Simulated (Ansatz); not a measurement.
```xyz
11

Al   -0.3005    0.3535    0.2266
N     0.2666    0.0374    2.2118
H    -0.3406   -0.6134    2.6778
H     1.2103   -0.2951    2.3025
H     1.1371    0.4280   -0.4764
H    -1.2061   -0.9414   -0.0357
O    -1.1258    1.8479    0.4608
Al   -2.0084    3.2261    0.1119
H    -2.5391    3.5162   -1.3541
H    -2.3150    4.2567    1.2811
H     0.1965    0.9213    2.6859
```

Theory: RHF/6-31G* (Ansatz).

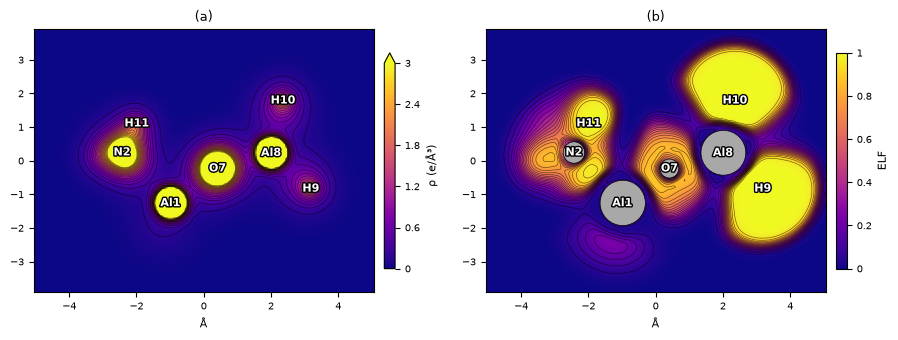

Al2H7NO. (a) total electron density; (b) ELF on the plane of atoms H9, Al8 and H10. Grey discs cover the atomic cores in the ELF map.

> What do the fields say about this system?

The plane passes through Al, N, O and H nuclei.
Al–O (1.67 Å): ρ is about 0.87 e/Å³ halfway; the ELF peaks at about 0.85 in the valence shell of O, 0.6 Å from its nucleus, and is about 0.40 at the midpoint.
Al–N (2.09 Å): ρ is about 0.43 e/Å³ halfway; the ELF peaks at about 0.95 in the valence shell of N, 0.8 Å from its nucleus, and is about 0.75 at the midpoint.
N–H (1.01 Å): the density is about 2.9 e/Å³ at the midpoint; the ELF climbs to about 1 towards the hydrogen, as it does in any bond to H: an ordinary covalent bond to hydrogen.
Al–O (1.72 Å): the density is about 0.77 e/Å³ at the midpoint; the ELF peaks at about 0.90 in the valence shell of O, 0.6 Å from its nucleus, and is about 0.35 at the midpoint.
Al–H (1.59 Å): ρ is about 0.53 e/Å³ halfway; the ELF climbs to about 1 towards the hydrogen.
